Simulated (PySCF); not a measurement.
System: C₆H₁₁OPS.

Input file:

```
{"job": {"kind": "uv", "xc": "B3LYP", "basis": "def2-SVPD", "ip": true}, "charge": 0, "multiplicity": 1}
C      2.977573    -0.394838    -0.246516
C      1.936754     0.693703    -0.302413
O      2.088495     1.708828    -0.938497
P      0.404860     0.453685     0.741852
C     -0.141708    -1.239427     0.184205
C     -1.605970    -1.470331     0.542767
S     -2.760195    -0.441728    -0.407553
C     -2.215527     1.207851     0.123850
C     -0.766011     1.518880    -0.221663
H      2.636039    -1.255055    -0.845348
H      3.128504    -0.750953     0.783885
H      3.921250    -0.020897    -0.665855
H     -0.006670    -1.367807    -0.902224
H      0.488992    -1.982387     0.700722
H     -1.778062    -1.313845     1.621369
H     -1.900526    -2.506345     0.313818
H     -2.893339     1.903450    -0.394954
H     -2.403503     1.320000     1.205156
H     -0.588501     1.399415    -1.301890
H     -0.525535     2.563055     0.035346
```

Launched as:

```sh
OMP_NUM_THREADS=1 python probes_run.py task.json out
```

Geometry: PBE0-D3(BJ)/def2-SVP.

These are results of PySCF, B3LYP/def2-SVPD, SCF density, gas phase, not measurements.

### What will maps of the electron density and electron localisation function show?

C–C (1.53 Å): ρ is about 1.6 e/Å³ halfway; the ELF peaks at about 0.95 between the atoms: localised, covalent bonding.
C–P (1.86 Å): ρ at the midpoint is about 1.1 e/Å³; the ELF peaks at about 0.95 between the atoms; a covalent bond.
C–H (1.10 Å): the density is about 1.9 e/Å³ at the midpoint; the ELF climbs to about 1 towards the hydrogen, as it does in any bond to H (an ordinary covalent bond to hydrogen).

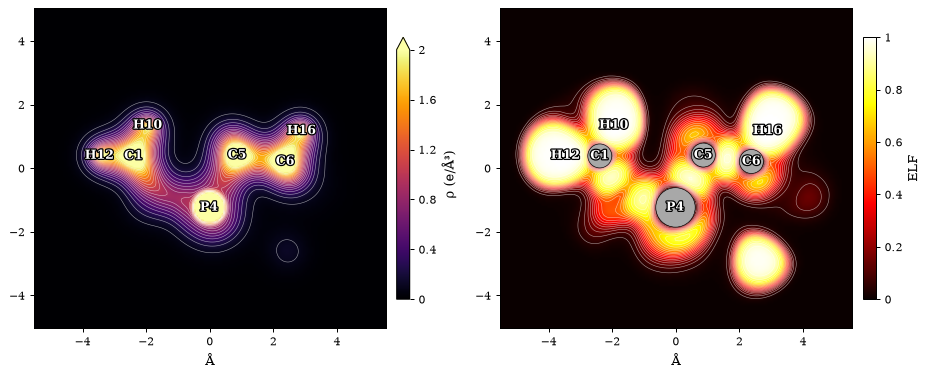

Computed electron density and electron localisation function on the plane of atoms P4, C5 and C6, in this order. Grey discs cover the atomic cores in the ELF map. 
